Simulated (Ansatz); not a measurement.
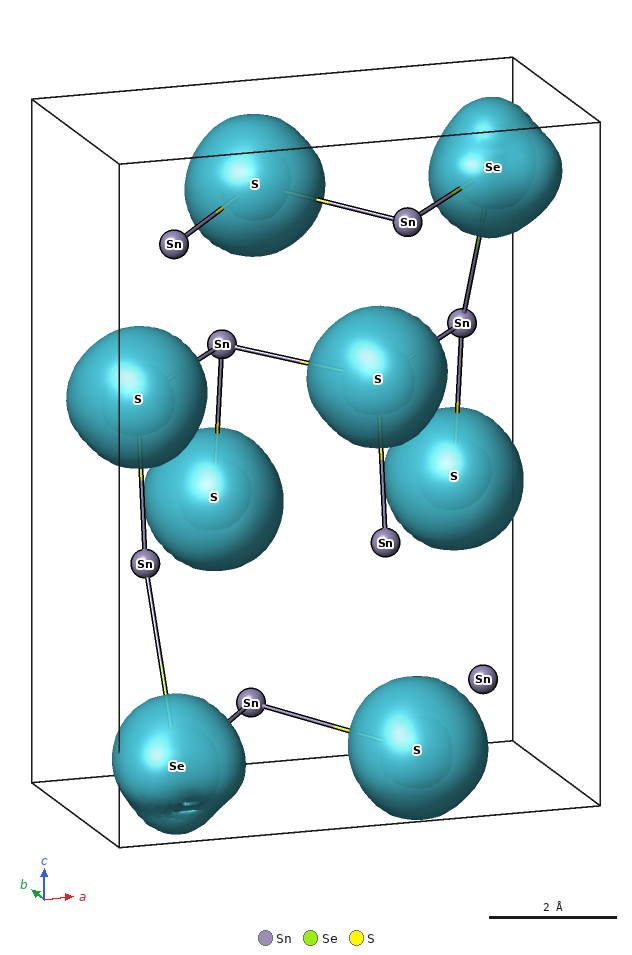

Figure 1: Sn4SeS3. Isosurface of the electron localisation function at 0.75 (cyan), seen slightly off an axis. Only the valence region is drawn (cores and ρ < 0.01 e/Å³ removed). Sticks mark near contacts.

Space group P2₁; a generated structure, not necessarily the stable one.

These are results of Ansatz, DFT PBEsol, scalar-relativistic, plane waves, PAW, not measurements.

In a PAW calculation such maps are meaningful between the atoms, not at the nuclei.

The calculation's input:

```
crystal:
  lattice:
    - [11.190499885, 0.0041815962, 0.0]
    - [0.0028887682, 8.0534705328, 0.0]
    - [0.0, 0.0, 4.2668896644]
  atoms:
    - { symbol: Sn, position: [0.1207461043, 0.1247597332, 0.1095228656] }
    - { symbol: Sn, position: [0.1210716671, 0.6255698901, 0.1105854457] }
    - { symbol: Sn, position: [0.3792538957, 0.3752402668, 0.6095228656] }
    - { symbol: Sn, position: [0.3789283329, 0.8744301099, 0.6105854457] }
    - { symbol: Sn, position: [0.6144085903, 0.116776422, 0.3933565623] }
    - { symbol: Sn, position: [0.6179618852, 0.6328220336, 0.4019054797] }
    - { symbol: Sn, position: [0.8855914097, 0.383223578, 0.8933565623] }
    - { symbol: Sn, position: [0.8820381148, 0.8671779664, 0.9019054797] }
    - { symbol: Se, position: [0.8590174279, 0.1239733375, 0.4679302424] }
    - { symbol: S, position: [0.8519482701, 0.6264873766, 0.476467161] }
    - { symbol: Se, position: [0.6409825721, 0.3760266625, 0.9679302424] }
    - { symbol: S, position: [0.6480517299, 0.8735126234, 0.976467161] }
    - { symbol: S, position: [0.3532567494, 0.1243228177, 0.0198083066] }
    - { symbol: S, position: [0.3525273228, 0.6254100253, 0.0204239368] }
    - { symbol: S, position: [0.1467432506, 0.3756771823, 0.5198083066] }
    - { symbol: S, position: [0.1474726772, 0.8745899747, 0.5204239368] }
basis:
  ecutwfc: 420
kpoints:
  mp_grid: { grid: [4, 4, 6] }
  band_path:
    path: [[0.0, 0.0, 0.0], [0.0, 0.0, 0.432292], [-0.026042, 0.361979, 0.0]]
    npoints: 1
hamiltonian:
  xc: pbesol
scf:
  occupations: { method: gaussian, width: 0.02 }
  n_extra_bands: 11
output:
  forces: true
  stress: true
  eigenvalues: true
  write_density: true
  write_potential: true
  elf: true
  volumetric_format: npy
```

Run with:

```sh
ansatz run input.yaml --threads 4 --pin off --max-ram 10240MiB --backend cpu --events-out ev --progress --plain --runs-dir out
```

Below, planes, directions and counts refer to the conventional cell (a = 8.05 Å, b = 4.27 Å, c = 11.19 Å, α = 90.00°, β = 90.04°, γ = 90.00°).

Q: Where are the electrons localised?

A: At this value the surface marks out six regions wrapped around S (the valence shell of each) and two regions wrapped around Se (the valence shell of each), counted in one cell of 16 atoms. Regions shared between cells count once. Along the contacts the grid gives the following. Sn–S (2.62 Å): the ELF peaks at about 0.85 in the valence shell of S, 0.9 Å from its nucleus, and is about 0.50 at the midpoint. Sn–Se (2.76 Å): the ELF is about 0.55 at the midpoint.
